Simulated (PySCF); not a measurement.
| atom | x (Å) | y (Å) | z (Å) |
| --- | --- | --- | --- |
| C | -0.4750 | -0.0752 | 0.1446 |
| C | 0.8028 | 0.1061 | 0.2657 |
| F | 1.7600 | 0.2827 | -0.6249 |
| H | -0.9858 | -0.1108 | -0.8171 |
| H | -1.0933 | -0.1999 | 1.0145 |

Geometry: GFN2-xTB.

All numbers below come from PySCF 2.14.0, density-fitted response routines, UKS B3LYP, pcH-1 on C F H, non-relativistic, mean-field spin-orbit, GIAO.

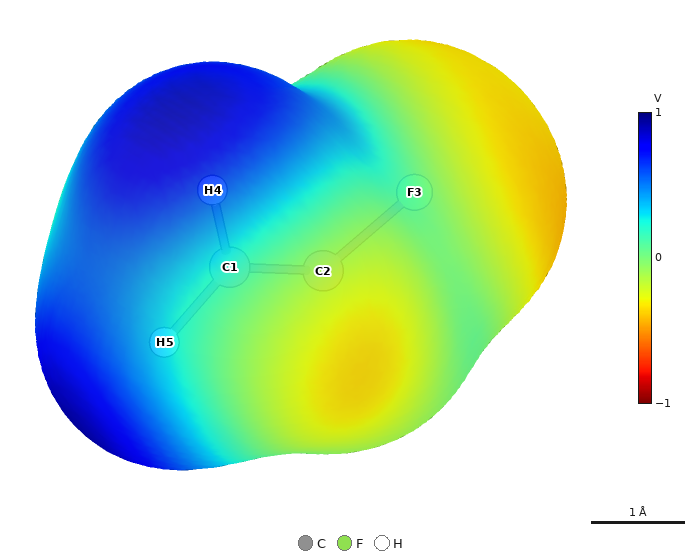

C$_{2}$H$_{2}$F (SMILES C=[C]F) (doublet). The electrostatic potential painted on the density surface at 0.001 e/bohr³, seen at a tilt; red is negative and blue positive.

### Where is the surface potential most negative and most positive?

The most negative region (about −0.5 V) lies over F3, the most positive (about +0.9 V) over H4 and H5.
